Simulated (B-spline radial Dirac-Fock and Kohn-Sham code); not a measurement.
The ion Ge³⁺ ([Ar] 3d10 4s1), inside a Watson sphere of charge −3 and radius 2.4 Å that stands in for a crystal. Computed with a B-spline radial code: Dirac–Fock ΔSCF (average of configuration, Fermi nucleus, Breit and QED terms, no correlation).

What should this plot look like? Shifts of Kα satellites and hypersatellites with the number of spectator holes in 2p, counted from the Kα line without spectators.

The Kα centroid lies at 9.8757 keV. One spectator hole shifts it by 37.4 eV and 5 holes by 198 eV; the steps grow from 37.4 eV to 41.8 eV. The hypersatellite (both 1s electrons missing) lies 346 eV above Kα as an average over its terms.

Here it is:

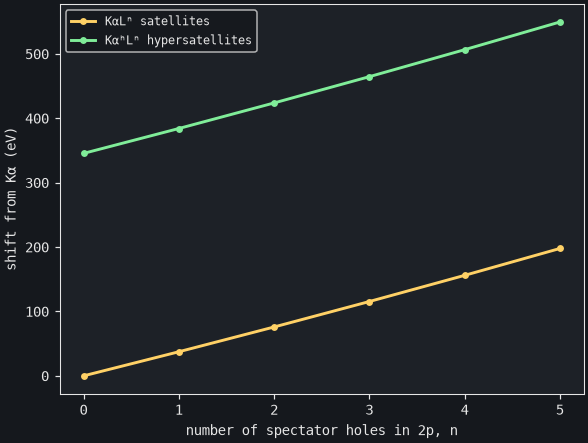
